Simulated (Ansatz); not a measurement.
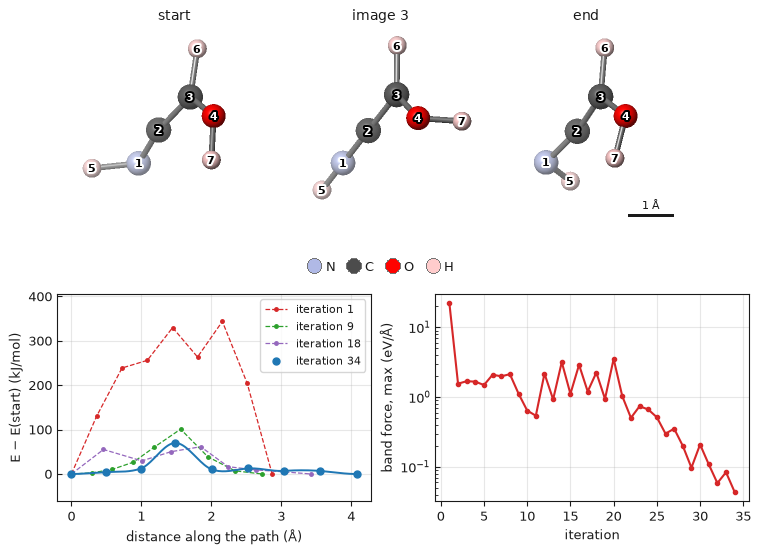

A nudged-elastic-band calculation for C₂H₃NO. Images are numbered from 0 (start) to 8 (end). The plot follows the band through its iterations. Style: ball-and-stick. Shown from a free direction.

Level of theory: RKS BLYP-D4/def2-SVP in Ansatz 0.2.0. Settings: 7 movable images; climbing image; force threshold 0.05 eV/Å; iteration limit 60; starting path through a guess of the saddle point.

Q: Judge this run.

A: The run is converged, with reservations. The band converged in 34 iterations. The largest component of the band force went from 22 to 0.043 eV/Å. The climbing image converged on the top of the path. Its vibrational analysis gives one imaginary mode (911i cm⁻¹), as a transition state must have. The first iteration put the highest image at 343.8 kJ/mol. The barrier is about 70.0 kJ/mol in both directions, with image 3 at the top; the ends have the same energy.

The run took 4.2 min on 1 thread of Intel(R) Xeon(R) Platinum 8488C (Sapphire Rapids), on a shared host, peak memory 0.16 GiB.
